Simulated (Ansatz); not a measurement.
Nudged elastic band, with input and output: C2H6Sn

- system: C2H6Sn, SMILES C=[CH][SnH3]
- method: RKS PBE/def2-SVP (Ansatz 0.2.0)

It belongs to a series of runs on one base structure; here: band between the two ends. Figures and captions count atoms from 1; the log counts them from 0 in places.

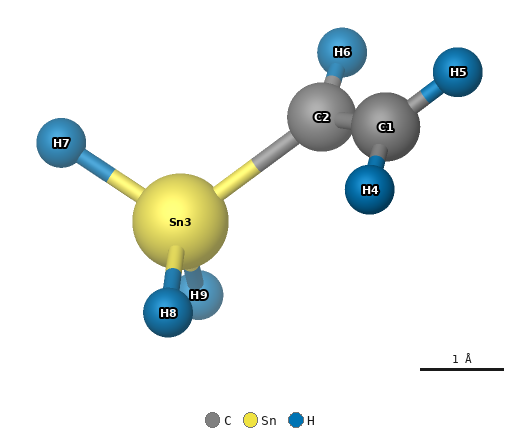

Fig. 1: The starting structure (ball-and-stick view, seen at a tilt; atoms are numbered from 1 in the order of the input). Sticks mark near contacts. Bond lengths as drawn: C–C 1.35 Å, C–H 1.10 to 1.11 Å, C–Sn 2.16 Å and H–Sn 1.73 Å.

Input file
```yaml
crystal:
  periodic: [false, false, false]
  atoms:
    - { symbol: C, position_ang: [-0.835604, 0.898136, -1.147734] }
    - { symbol: C, position_ang: [0.133264, 0.823051, -0.21707] }
    - { symbol: Sn, position_ang: [0.559183, -0.973294, 0.894828] }
    - { symbol: H, position_ang: [-1.479664, 0.038135, -1.40325] }
    - { symbol: H, position_ang: [-1.035812, 1.831192, -1.706236] }
    - { symbol: H, position_ang: [0.744458, 1.719931, -0.006725] }
    - { symbol: H, position_ang: [2.194348, -1.475354, 0.633831] }
    - { symbol: H, position_ang: [-0.527653, -2.201444, 0.345428] }
    - { symbol: H, position_ang: [0.33598, -0.706654, 2.589829] }
basis:
  gaussian: { orbitals: def2-SVP }
hamiltonian:
  xc: pbe
neb:
  order_check: false
  images: 7
  f_tol: 0.05
  max_iterations: 60
  final_atoms:
    - { symbol: C, position_ang: [-0.32267839, 0.99609495, -1.31943956] }
    - { symbol: C, position_ang: [-0.47797847, 0.70811533, -0.01431872] }
    - { symbol: Sn, position_ang: [0.44054086, -0.99640127, 0.93504013] }
    - { symbol: H, position_ang: [0.29211571, 0.37573968, -1.99500532] }
    - { symbol: H, position_ang: [-0.80687801, 1.87475083, -1.78388819] }
    - { symbol: H, position_ang: [-1.10691202, 1.36968811, 0.60921548] }
    - { symbol: H, position_ang: [1.37845002, -1.82506095, -0.25856801] }
    - { symbol: H, position_ang: [-0.76828329, -2.0590441, 1.57129025] }
    - { symbol: H, position_ang: [1.4601236, -0.49018358, 2.23857493] }
  initial_path:
    images:
      - { positions_ang: [[-0.835604, 0.898136, -1.147734], [0.133264, 0.823051, -0.21707], [0.559183, -0.973294, 0.894828], [-1.479664, 0.038135, -1.40325], [-1.035812, 1.831192, -1.706236], [0.744458, 1.719931, -0.006725], [2.194348, -1.475354, 0.633831], [-0.527653, -2.201444, 0.345428], [0.33598, -0.706654, 2.589829]] }
      - { positions_ang: [[-0.76109155, 0.87851806, -1.17538924], [0.06140659, 0.83148458, -0.17114141], [0.52375827, -0.96639496, 0.89493994], [-1.25783084, 0.01659202, -1.50468085], [-0.9966597, 1.81660304, -1.72558608], [0.53302044, 1.74236676, 0.12442521], [2.09496492, -1.52160091, 0.47012168], [-0.61179636, -2.16395351, 0.48629743], [0.50272823, -0.67991608, 2.58391433]] }
      - { positions_ang: [[-0.6865791, 0.85890012, -1.20304448], [-0.01045081, 0.83991817, -0.12521283], [0.48833353, -0.95949592, 0.89505187], [-1.03599767, -0.00495097, -1.60611171], [-0.95750741, 1.80201407, -1.74493616], [0.32158287, 1.76480253, 0.25557542], [1.99558184, -1.56784781, 0.30641237], [-0.69593972, -2.12646302, 0.62716685], [0.66947647, -0.65317817, 2.57799966]] }
      - { positions_ang: [[-0.61206664, 0.83928218, -1.23069971], [-0.08230822, 0.84835175, -0.07928424], [0.4529088, -0.95259688, 0.89516381], [-0.81416451, -0.02649395, -1.70754256], [-0.91835511, 1.78742511, -1.76428624], [0.11014531, 1.78723829, 0.38672562], [1.89619876, -1.61409472, 0.14270305], [-0.78008308, -2.08897253, 0.76803628], [0.8362247, -0.62644025, 2.57208499]] }
      - { positions_ang: [[-0.53755419, 0.81966424, -1.25835495], [-0.15416563, 0.85678533, -0.03335565], [0.41748406, -0.94569784, 0.89527575], [-0.59233135, -0.04803693, -1.80897341], [-0.87920281, 1.77283614, -1.78363632], [-0.10129225, 1.80967406, 0.51787583], [1.79681568, -1.66034162, -0.02100627], [-0.86422644, -2.05148204, 0.9089057], [1.00297293, -0.59970233, 2.56617033]] }
      - { positions_ang: [[-0.48383524, 0.86377191, -1.2736261], [-0.23511884, 0.81961783, -0.02859642], [0.42324826, -0.9583737, 0.90521684], [-0.37121958, 0.05790722, -1.85548139], [-0.86112161, 1.79831482, -1.78369929], [-0.35269719, 1.69967757, 0.54071074], [1.69222426, -1.70152145, -0.0803967], [-0.84024065, -2.05337255, 1.07450184], [1.1172606, -0.57232265, 2.48427148]] }
      - { positions_ang: [[-0.43011629, 0.90787959, -1.28889726], [-0.31607205, 0.78245033, -0.02383718], [0.42901246, -0.97104955, 0.91515794], [-0.15010782, 0.16385137, -1.90198936], [-0.84304041, 1.82379349, -1.78376225], [-0.60410214, 1.58968108, 0.56354565], [1.58763285, -1.74270128, -0.13978714], [-0.81625487, -2.05526307, 1.24009798], [1.23154827, -0.54494296, 2.40237263]] }
      - { positions_ang: [[-0.37639734, 0.95198727, -1.30416841], [-0.39702526, 0.74528283, -0.01907795], [0.43477666, -0.98372541, 0.92509904], [0.07100394, 0.26979553, -1.94849734], [-0.82495921, 1.84927216, -1.78382522], [-0.85550708, 1.4796846, 0.58638057], [1.48304144, -1.78388112, -0.19917758], [-0.79226908, -2.05715358, 1.40569412], [1.34583593, -0.51756327, 2.32047378]] }
      - { positions_ang: [[-0.32267839, 0.99609495, -1.31943956], [-0.47797847, 0.70811533, -0.01431872], [0.44054086, -0.99640127, 0.93504013], [0.29211571, 0.37573968, -1.99500532], [-0.80687801, 1.87475083, -1.78388819], [-1.10691202, 1.36968811, 0.60921548], [1.37845002, -1.82506095, -0.25856801], [-0.76828329, -2.0590441, 1.57129025], [1.4601236, -0.49018358, 2.23857493]] }
```

Launch command:
```bash
ansatz run input.yaml --threads 1 --pin off --max-ram 2048MiB --backend cpu --events-out ev --progress --plain --runs-dir out
```

Output
```
Engine: ansatz 0.2.0, aarch64-unknown-linux-gnu
Functional definition: PBE
  parameter kappa = 0.804
  parameter beta = 0.06672455060314922
  exchange = pbe_x(kappa = kappa, mu = beta*pi^2/3)
  correlation = pbe_c(beta = beta)
955 factors; their error is unknown
mean field evaluation 1: about -7989.4552 eV, gradient 5.0e1 eV
mean field evaluation 2: about -7972.7794 eV, gradient 8.7e1 eV
mean field evaluation 4: about -7996.5356 eV, gradient 2.9e0 eV
mean field evaluation 8: about -7996.5732 eV, gradient 1.1e-1 eV
mean field evaluation 16: about -7996.5454 eV, gradient 1.1e-4 eV
mean field -7996.54540713 eV, -293.8676234588 hartree, gradient 1.4e-5 eV, S^2 0.000000; 0 other end points of the search recorded, 0 dependent functions left out
the calculation of the forces begins
reference -7996.54544699 eV, -293.8676249238 hartree; 20, 20 occupied and 64, 64 virtual orbitals, 955 factors
955 factors; their error is unknown
mean field evaluation 32: about -7996.5454 eV, gradient 2.5e-3 eV
mean field -7996.54536933 eV, -293.8676220696 hartree, gradient 1.3e-5 eV, S^2 0.000000; 0 other end points of the search recorded, 0 dependent functions left out
[... from here on the field's lines of each further geometry are left out, up to the last ...]
NEB iter   1: max|band force component| = 4.163e0 eV/Å  barrier→ = 0.5631 eV  barrier← = 0.5631 eV  Δτ_max = 0.1519 Å  (234 SCF iters)
NEB iter   2: max|band force component| = 1.152e0 eV/Å  barrier→ = 0.1392 eV  barrier← = 0.1392 eV  Δτ_max = 0.1519 Å  (195 SCF iters)
NEB iter   3: max|band force component| = 1.202e0 eV/Å  barrier→ = 0.1582 eV  barrier← = 0.1581 eV  Δτ_max = 0.0793 Å  (191 SCF iters)
NEB iter   4: max|band force component| = 5.583e-1 eV/Å  barrier→ = 0.0419 eV  barrier← = 0.0419 eV  Δτ_max = 0.0443 Å  (189 SCF iters)
NEB iter   5: max|band force component| = 1.334e-1 eV/Å  barrier→ = 0.0351 eV  barrier← = 0.0350 eV  CI = image 4  Δτ_max = 0.0154 Å  (198 SCF iters)
NEB iter   6: max|band force component| = 6.900e-2 eV/Å  barrier→ = 0.0342 eV  barrier← = 0.0342 eV  CI = image 4  Δτ_max = 0.0093 Å  (173 SCF iters)
the calculation of the forces begins
reference -7996.53952988 eV, -293.8674074739 hartree; 20, 20 occupied and 64, 64 virtual orbitals, 955 factors
955 factors; their error is unknown
mean field evaluation 576: about -7996.5113 eV, gradient 1.9e-1 eV
mean field -7996.51142066 eV, -293.8663744790 hartree, gradient 1.3e-5 eV, S^2 0.000000; 1 other end points of the search recorded, 0 dependent functions left out
the calculation of the forces begins
reference -7996.51146117 eV, -293.8663759679 hartree; 20, 20 occupied and 64, 64 virtual orbitals, 955 factors
NEB iter   7: max|band force component| = 2.407e-2 eV/Å  barrier→ = 0.0340 eV  barrier← = 0.0339 eV  CI = image 4  Δτ_max = 0.0000 Å  (341 SCF iters)
```

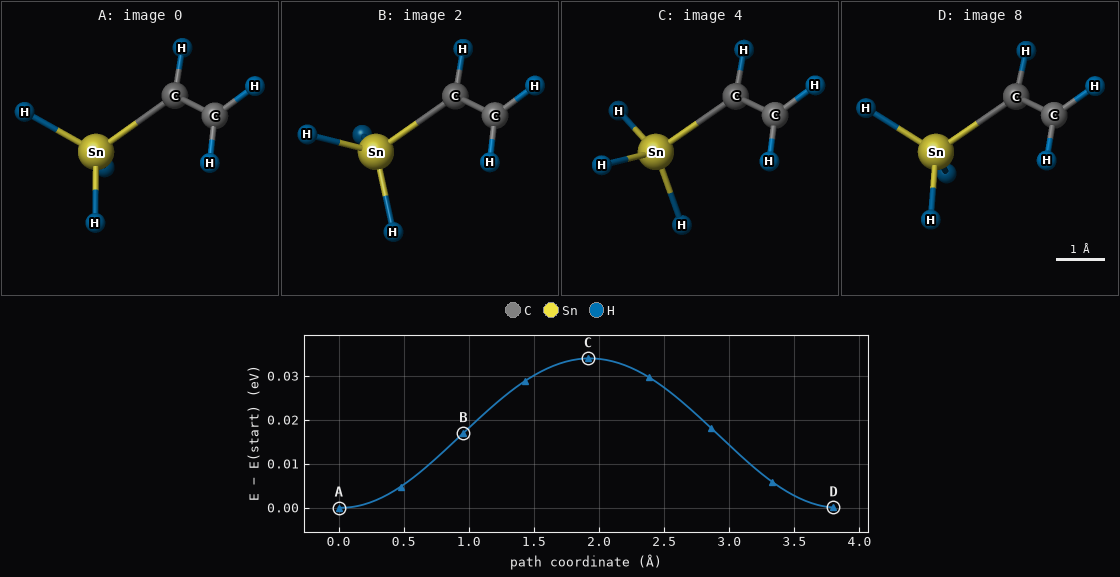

Fig. 2: Images of the last band (counted from 0; ball-and-stick, seen at a tilt) above the energy along the path; the line is a cubic interpolation that uses the forces. The highest image is number 4, 0.034 eV above the start and 0.034 eV above the end (the climbing image); start and end have the same energy. The path is 3.80 Å long. The band converged in 7 iterations.

```
Total energy: -7996.51146117 eV, -293.8663759679 hartree
Atom 0 at    -0.585813     0.890896    -1.319496 Å, force     0.012614    -0.013361     0.024134 eV/Å
Atom 1 at    -0.137306     0.839034    -0.052044 Å, force    -0.000819    -0.006057    -0.016737 eV/Å
Atom 2 at     0.485563    -0.976977     0.938580 Å, force    -0.004227    -0.003178     0.000234 eV/Å
Atom 3 at    -0.671359    -0.004831    -1.960052 Å, force    -0.002792     0.008790     0.001581 eV/Å
Atom 4 at    -0.893254     1.843767    -1.786887 Å, force    -0.006062     0.010571    -0.010026 eV/Å
Atom 5 at    -0.076357     1.775325     0.532274 Å, force    -0.002551     0.002435    -0.001973 eV/Å
Atom 6 at     1.810982    -1.698131     0.093351 Å, force     0.004647    -0.001083    -0.003725 eV/Å
Atom 7 at    -0.819382    -2.111638     0.983723 Å, force    -0.000673    -0.000634     0.001183 eV/Å
Atom 8 at     0.975426    -0.603745     2.553453 Å, force    -0.000136     0.002517     0.005329 eV/Å
Dipole moment:    -0.039108     0.101578    -0.068985 e Å
this run last wrote the band of iteration 7 to [file]
```

The last band as extended XYZ (Å, eV, eV/Å)
```
9
Properties=species:S:1:pos:R:3:forces:R:3 image=0 energy=-7996.54541
C    -0.8356    0.8981   -1.1477   -0.0064  -0.0005  -0.0060
C     0.1333    0.8231   -0.2171    0.0000   0.0104  -0.0039
Sn    0.5592   -0.9733    0.8948   -0.0023  -0.0056  -0.0010
H    -1.4797    0.0381   -1.4033    0.0015   0.0027  -0.0012
H    -1.0358    1.8312   -1.7062    0.0032  -0.0060   0.0062
H     0.7445    1.7199   -0.0067    0.0003  -0.0031   0.0019
H     2.1943   -1.4754    0.6338    0.0007  -0.0009  -0.0005
H    -0.5277   -2.2014    0.3454    0.0032   0.0030   0.0029
H     0.3360   -0.7067    2.5898   -0.0003   0.0000   0.0015
9
Properties=species:S:1:pos:R:3:forces:R:3 image=1 energy=-7996.54061
C    -0.7852    0.8847   -1.1985   -0.0041  -0.0107   0.0026
C     0.0725    0.8401   -0.1628    0.0036   0.0054  -0.0019
Sn    0.5440   -0.9711    0.9078    0.0032   0.0012  -0.0005
H    -1.3140   -0.0110   -1.5698   -0.0060   0.0068   0.0062
H    -1.0034    1.8272   -1.7333   -0.0004   0.0022   0.0019
H     0.5690    1.7729    0.1623    0.0058  -0.0036  -0.0088
H     2.1229   -1.5360    0.4798    0.0049   0.0023   0.0059
H    -0.6284   -2.1690    0.4841    0.0009  -0.0023  -0.0071
H     0.5112   -0.6841    2.6132   -0.0079  -0.0014   0.0017
9
Properties=species:S:1:pos:R:3:forces:R:3 image=2 energy=-7996.52846
C    -0.7264    0.8804   -1.2454   -0.0033  -0.0155   0.0047
C     0.0044    0.8479   -0.1162    0.0059   0.0067  -0.0050
Sn    0.5267   -0.9720    0.9189    0.0044   0.0006   0.0014
H    -1.1217   -0.0331   -1.7240   -0.0114   0.0087   0.0064
H    -0.9679    1.8310   -1.7551   -0.0018   0.0032   0.0024
H     0.3686    1.7993    0.3133    0.0097  -0.0028  -0.0103
H     2.0353   -1.5900    0.3377    0.0064   0.0046   0.0080
H    -0.7065   -2.1512    0.6409    0.0002  -0.0037  -0.0103
H     0.6760   -0.6585    2.6128   -0.0101  -0.0018   0.0027
9
Properties=species:S:1:pos:R:3:forces:R:3 image=3 energy=-7996.51650
C    -0.6593    0.8826   -1.2862    0.0006  -0.0070   0.0066
C    -0.0662    0.8478   -0.0792    0.0047  -0.0040  -0.0040
Sn    0.5073   -0.9741    0.9291    0.0038   0.0012   0.0015
H    -0.9049   -0.0310   -1.8561   -0.0102   0.0064   0.0024
H    -0.9319    1.8370   -1.7727   -0.0022   0.0024   0.0007
H     0.1509    1.8001    0.4384    0.0066   0.0014  -0.0078
H     1.9317   -1.6427    0.2084    0.0037   0.0036   0.0061
H    -0.7693   -2.1342    0.8085    0.0005  -0.0033  -0.0062
H     0.8303   -0.6317    2.5927   -0.0075  -0.0007   0.0007
9
Properties=species:S:1:pos:R:3:forces:R:3 image=4 energy=-7996.51142
C    -0.5858    0.8909   -1.3195    0.0126  -0.0134   0.0241
C    -0.1373    0.8390   -0.0520   -0.0008  -0.0061  -0.0167
Sn    0.4856   -0.9770    0.9386   -0.0042  -0.0032   0.0002
H    -0.6714   -0.0048   -1.9601   -0.0028   0.0088   0.0016
H    -0.8933    1.8438   -1.7869   -0.0061   0.0106  -0.0100
H    -0.0764    1.7753    0.5323   -0.0026   0.0024  -0.0020
H     1.8110   -1.6981    0.0934    0.0046  -0.0011  -0.0037
H    -0.8194   -2.1116    0.9837   -0.0007  -0.0006   0.0012
H     0.9754   -0.6037    2.5535   -0.0001   0.0025   0.0053
9
Properties=species:S:1:pos:R:3:forces:R:3 image=5 energy=-7996.51574
C    -0.5139    0.9065   -1.3363    0.0007   0.0024   0.0108
C    -0.2210    0.8220   -0.0262    0.0021  -0.0031   0.0032
Sn    0.4719   -0.9804    0.9412   -0.0030  -0.0031   0.0000
H    -0.4176    0.0488   -2.0248    0.0080   0.0020  -0.0142
H    -0.8707    1.8484   -1.7916    0.0004   0.0006  -0.0053
H    -0.3386    1.7202    0.6071   -0.0102   0.0018   0.0024
H     1.7049   -1.7222   -0.0181   -0.0043  -0.0031  -0.0037
H    -0.8314   -2.1031    1.1307    0.0005   0.0009   0.0086
H     1.1048   -0.5865    2.5009    0.0057   0.0017  -0.0019
9
Properties=species:S:1:pos:R:3:forces:R:3 image=6 energy=-7996.52716
C    -0.4443    0.9294   -1.3415    0.0060  -0.0071   0.0076
C    -0.3085    0.7940   -0.0099   -0.0035   0.0033   0.0000
Sn    0.4598   -0.9842    0.9414   -0.0009  -0.0016   0.0008
H    -0.1630    0.1319   -2.0516    0.0121   0.0078  -0.0089
H    -0.8494    1.8531   -1.7936    0.0017   0.0013  -0.0018
H    -0.6071    1.6322    0.6460   -0.0142  -0.0036   0.0019
H     1.5977   -1.7435   -0.1162   -0.0087  -0.0034  -0.0054
H    -0.8241   -2.0956    1.2756   -0.0009   0.0011   0.0110
H     1.2274   -0.5636    2.4327    0.0085   0.0022  -0.0054
9
Properties=species:S:1:pos:R:3:forces:R:3 image=7 energy=-7996.53949
C    -0.3793    0.9585   -1.3350    0.0058  -0.0049  -0.0021
C    -0.3966    0.7557   -0.0051   -0.0028   0.0021   0.0051
Sn    0.4487   -0.9887    0.9394    0.0004  -0.0006   0.0006
H     0.0780    0.2405   -2.0384    0.0086   0.0065  -0.0030
H    -0.8266    1.8601   -1.7920    0.0012   0.0017   0.0006
H    -0.8682    1.5142    0.6463   -0.0115  -0.0045  -0.0011
H     1.4883   -1.7709   -0.1996   -0.0072  -0.0028  -0.0039
H    -0.8016   -2.0841    1.4214   -0.0007   0.0008   0.0084
H     1.3459   -0.5315    2.3458    0.0061   0.0016  -0.0048
9
Properties=species:S:1:pos:R:3:forces:R:3 image=8 energy=-7996.54537
C    -0.3227    0.9961   -1.3194    0.0009   0.0020  -0.0066
C    -0.4780    0.7081   -0.0143    0.0022  -0.0071   0.0031
Sn    0.4405   -0.9964    0.9350   -0.0046   0.0056  -0.0046
H     0.2921    0.3757   -1.9950    0.0037  -0.0061   0.0010
H    -0.8069    1.8748   -1.7839   -0.0006   0.0015   0.0077
H    -1.1069    1.3697    0.6092   -0.0009  -0.0006   0.0008
H     1.3784   -1.8251   -0.2586   -0.0018   0.0032   0.0024
H    -0.7683   -2.0590    1.5713    0.0020   0.0017   0.0002
H     1.4601   -0.4902    2.2386   -0.0008  -0.0002  -0.0039
```

Results in brief

```tsv
quantity	value
outcome	converged
barrier, forward	0.034 eV
barrier, backward	0.034 eV
hardware	1 thread of Arm Neoverse V2, 24 GiB of memory available, shared host
wall time	100 s
peak memory	0.11 GiB
```

Remarks

The order of the saddle point was not checked.
